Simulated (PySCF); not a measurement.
**CoF (charge −1, quartet): density, localisation and related maps**

```xyz
2

Co    0.0000    0.0000   -0.4510
F     0.0000    0.0000    1.3990
```

Theory: PySCF 2.14.0, PBE0/def2-TZVPPD, non-relativistic Hamiltonian with scalar-relativistic core potentials where named, at a bond length of 1.850 Å.

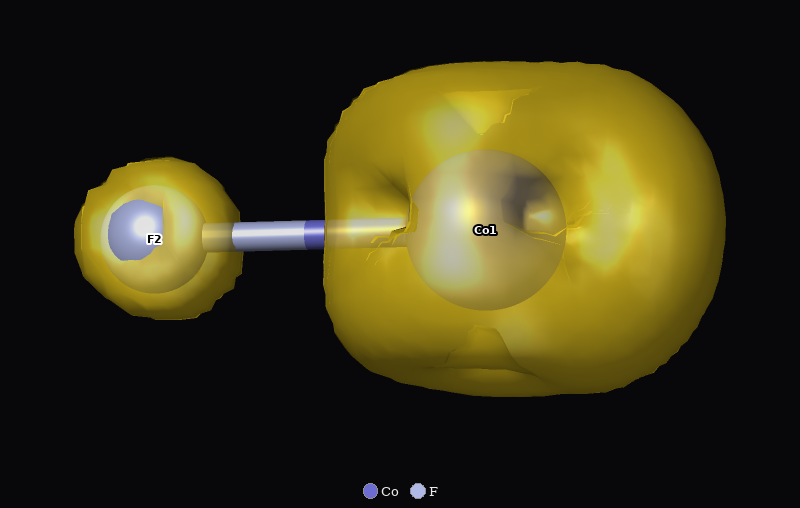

Figure 1. Isosurfaces of the spin density (α minus β) at +0.08 (yellow) and −0.08 e/Å³ (cyan), seen from one side.

Which atoms carry the spin?

Answer. The unpaired spin (3 electrons) lies mostly on Co1 (about 2.9) and F2 (about 0.1), in electrons by Hirshfeld's partition. Only one sign reaches the isovalue.

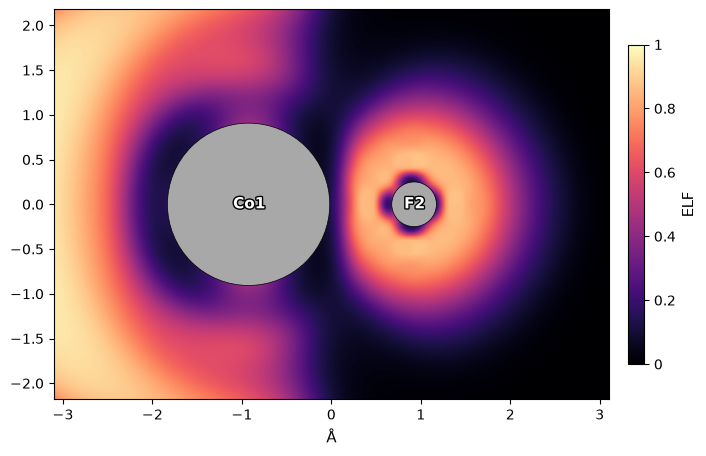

Figure 2. Electron localisation function on a plane that holds the molecular axis. Grey discs cover the atomic cores.

What do the fields say about this system?

Answer.
- Atoms in the plane: Co and F.
- Co–F (1.85 Å): the ELF peaks at about 0.85 in the valence shell of F, 0.6 Å from its nucleus, and is about 0.15 at the midpoint.
